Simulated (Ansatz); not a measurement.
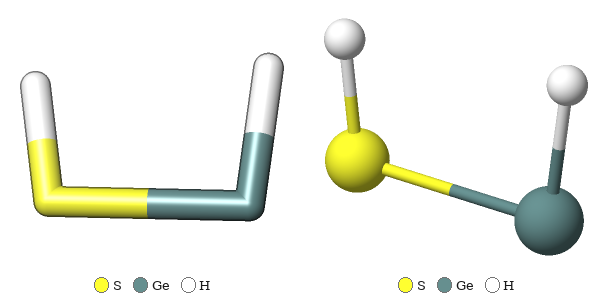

Two views of one molecule.

Computed geometry: PBE0-D4/def2-TZVP optimisation.

Describe the molecule.

Formula GeH₂S. SMILES: `[SH][GeH]`. This geometry has Cs symmetry. All atoms lie on one plane. Coordination: 1 S bent; 1 Ge bent.

The parts below concern this one geometry. Atoms keep their numbers from picture to picture.

## Geometry

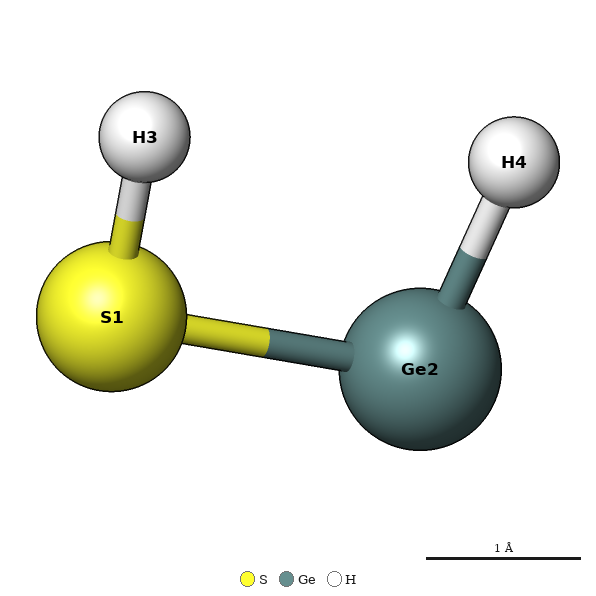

Numbered structure.

Give the bond lengths.

| bond | length (Å) |
| --- | --- |
| S1–Ge2 | 2.225 |
| S1–H3 | 1.342 |
| Ge2–H4 | 1.595 |

## Levels of theory compared

Program: Ansatz 0.2.0.

At this fixed geometry, give vertical IP (eV), dipole (D), HOMO–LUMO gap (eV) at these levels: B3LYP-D4/def2-TZVPP; PBE-D4/def2-TZVPP; r2SCAN-D4/def2-TZVPP; ωB97M-V/def2-TZVPP.

```csv
level,vertical IP (eV),dipole (D),HOMO–LUMO gap (eV)
B3LYP-D4/def2-TZVPP,9.48,0.85,4.16
PBE-D4/def2-TZVPP,9.30,0.81,2.71
r2SCAN-D4/def2-TZVPP,9.34,0.90,3.04
ωB97M-V/def2-TZVPP,9.43,0.97,8.61
```

## Vibrations

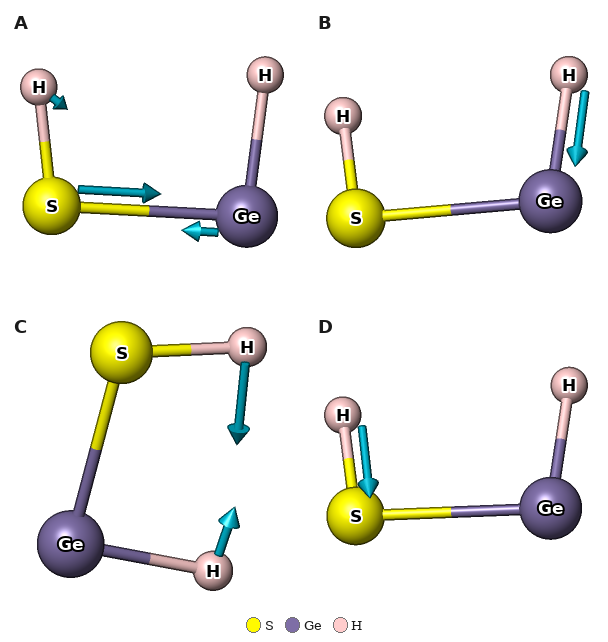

4 normal modes of one molecule or complex, as arrows. Harmonic vibrations computed with RKS PBE0-D4/def2-TZVP (Ansatz 0.2.0) at a stationary point of the same level.

Match the panels to the wavenumbers 399 cm⁻¹, 626 cm⁻¹, 1917 cm⁻¹, 2719 cm⁻¹.

A: 399 cm⁻¹, Ge–S stretching
B: 1917 cm⁻¹, Ge–H stretching
C: 626 cm⁻¹, Ge–S–H bending
D: 2719 cm⁻¹, S–H stretching

## Thermal motion

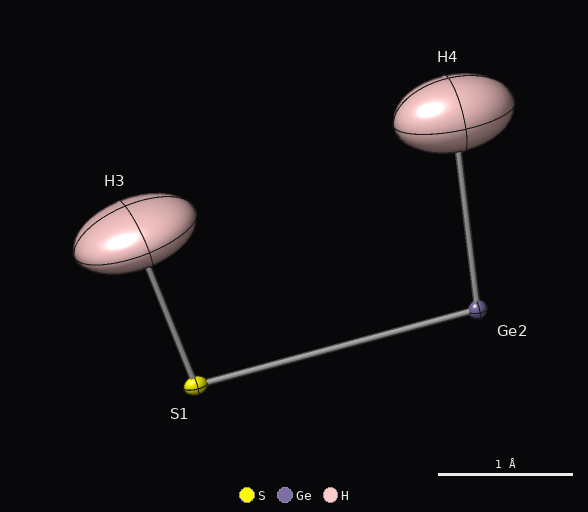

Displacement ellipsoids at the 50 % level, enlarged 2 times, from the internal vibrations of the free molecule (harmonic, no overall translation or rotation; no half-axis is drawn under 0.075 Å). Vibrations computed with RKS PBE0-D4/def2-TZVP (Ansatz 0.2.0). Temperature: 100 K.

Which atom moves most?

H3, with U_eq = 0.0165 Å².

Does H3 move more along its bond or across it?

Across it: the root-mean-square amplitude is 0.078 Å along the bond and up to 0.158 Å across, since bending and torsion are softer than stretching.

List U_eq and the three principal root-mean-square amplitudes for each kind of atom.

```json
{"atom": "S1", "U_eq (Å²)": "0.00032", "rms amplitudes (Å)": "0.005, 0.005, 0.030"}
{"atom": "Ge2", "U_eq (Å²)": "0.00006", "rms amplitudes (Å)": "0.002, 0.002, 0.014"}
{"atom": "H3", "U_eq (Å²)": "0.0165", "rms amplitudes (Å)": "0.077, 0.137, 0.158"}
{"atom": "H4", "U_eq (Å²)": "0.0148", "rms amplitudes (Å)": "0.093, 0.113, 0.151"}
```
